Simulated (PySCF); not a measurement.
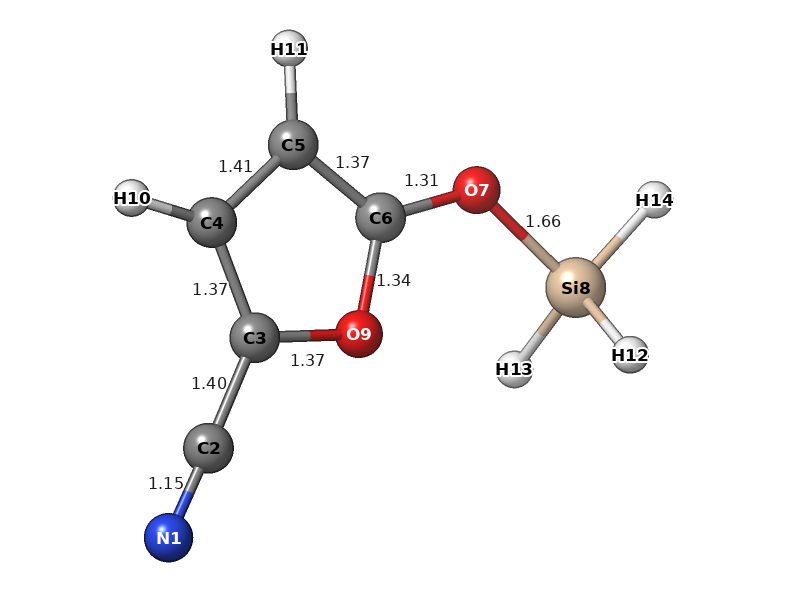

Bond lengths are marked in Å; every bond is drawn as one stick. The computed structure is the end point of a GFN2-xTB optimisation. No frequency run is at hand to confirm it as a minimum.

**Assign a bond order to each marked bond.**

N1–C2 triple; C2–C3 delocalised (between two orders); C3–C4 aromatic; C3–O9 aromatic; C4–C5 aromatic; C5–C6 aromatic; C6–O7 single; C6–O9 aromatic; O7–Si8 single.

**Give the structure as SMILES.**

N#Cc1ccc(O[SiH3])o1
